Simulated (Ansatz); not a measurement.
Ga4SbN3

Input

```
crystal:
  lattice:
    - [4.645533471, 0.0, 0.0]
    - [0.0, 4.645533471, 0.0]
    - [0.0, 0.0, 4.645533471]
  atoms:
    - { symbol: "N", position: [0.5, 0.0, 0.0] }
    - { symbol: Ga, position: [0.25, 0.75, 0.75] }
    - { symbol: "N", position: [0.0, 0.5, 0.0] }
    - { symbol: Ga, position: [0.75, 0.25, 0.75] }
    - { symbol: "N", position: [0.0, 0.0, 0.5] }
    - { symbol: Ga, position: [0.75, 0.75, 0.25] }
    - { symbol: Sb, position: [0.5, 0.5, 0.5] }
    - { symbol: Ga, position: [0.25, 0.25, 0.25] }
kpoints:
  mp_grid: { grid: [6, 6, 6] }
hamiltonian:
  xc: pbe
scf:
  occupations: { method: fermi_dirac, width: 0.02 }
relax:
  f_tol: 0.005
  cell: {}
output:
  write_density: true
  write_potential: true
  elf: true
  volumetric_format: npy
```

Launched as:

```sh
ansatz run input.yaml --threads 4 --pin off --max-ram 6451MiB --backend cpu --events-out ev --progress --plain --runs-dir out
```

Below, planes, directions and counts refer to the conventional cell (a = 4.99 Å, b = 4.99 Å, c = 4.99 Å, α = 90.00°, β = 90.00°, γ = 90.00°).

The fields are those of the relaxed geometry.

Space group P-43m; started from the ordered alloy on zincblende lattice prototype, which need not be the ambient phase.

Method: DFT, PBE, plane waves, PAW (Ansatz).

In a PAW calculation such maps are meaningful between the atoms, not at the nuclei.

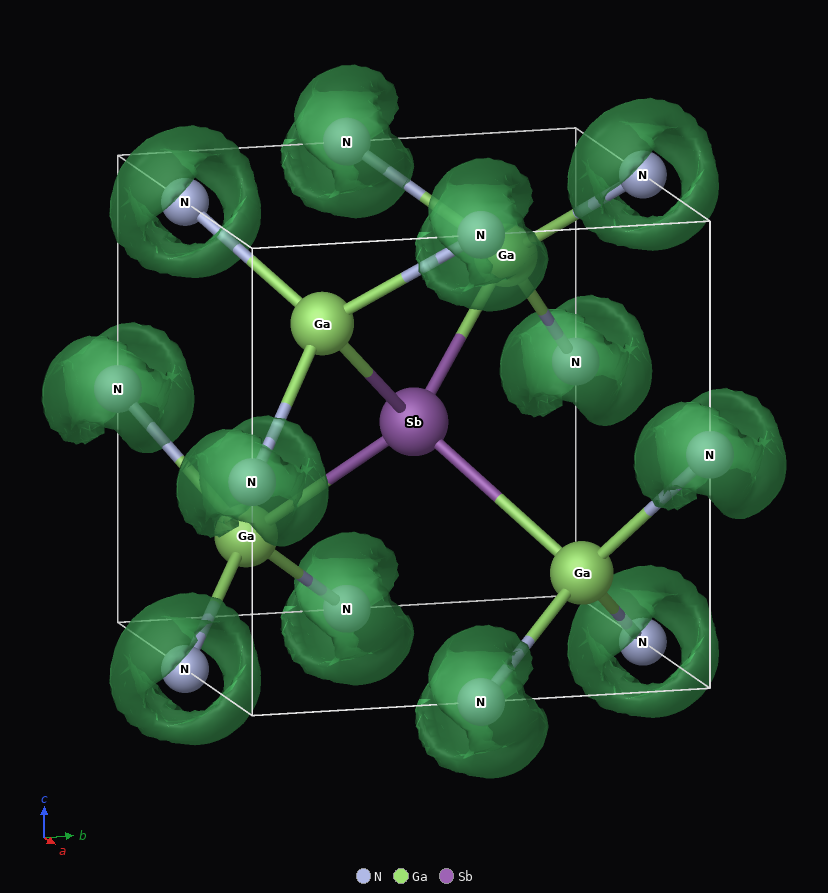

Figure 1. Isosurface of the electron localisation function at 0.8 (green), seen slightly off an axis. Core shells and regions of very low density are left out. Sticks mark near contacts.

### Where are the electrons localised?

The surface consists of three regions wrapped around N (the valence shell of each), counted in one cell of 8 atoms. Any copies at cell faces, edges or corners count once. Along the contacts the grid gives the following. Ga–N (2.08 Å): the ELF peaks at about 0.85 in the valence shell of N, 0.7 Å from its nucleus, and is about 0.45 at the midpoint. Ga–Sb (2.45 Å): the ELF peaks at about 0.65 between the atoms.

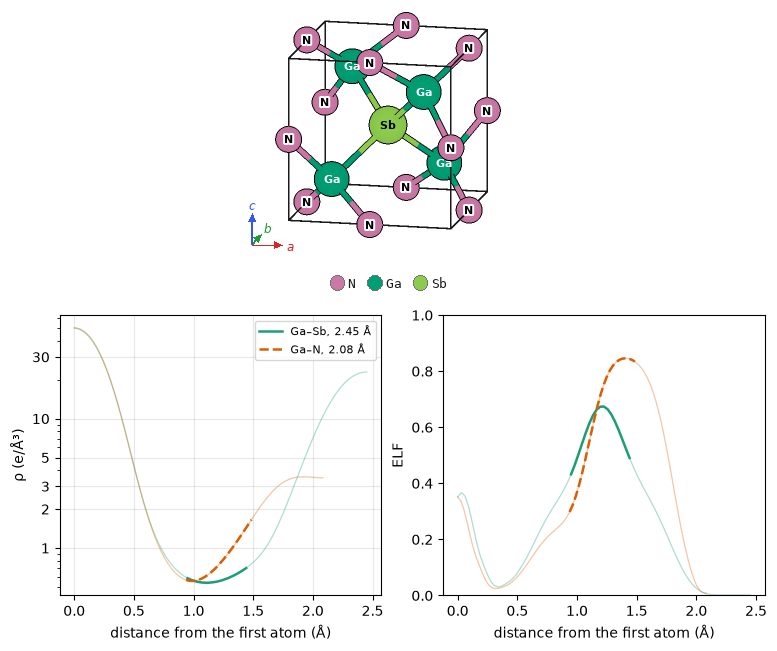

Figure 2. Valence charge density (pseudo) and ELF along straight lines between neighbouring atoms. Thin, pale parts lie inside the atomic spheres. The structure is drawn too.

### What can be read from the curves?

Ga–Sb (2.45 Å): ρ is about 0.56 e/Å³ halfway; the ELF peaks at about 0.65 between the atoms.
Ga–N (2.08 Å): ρ at the midpoint is about 0.57 e/Å³; the ELF peaks at about 0.85 in the valence shell of N, 0.7 Å from its nucleus, and is about 0.45 at the midpoint.
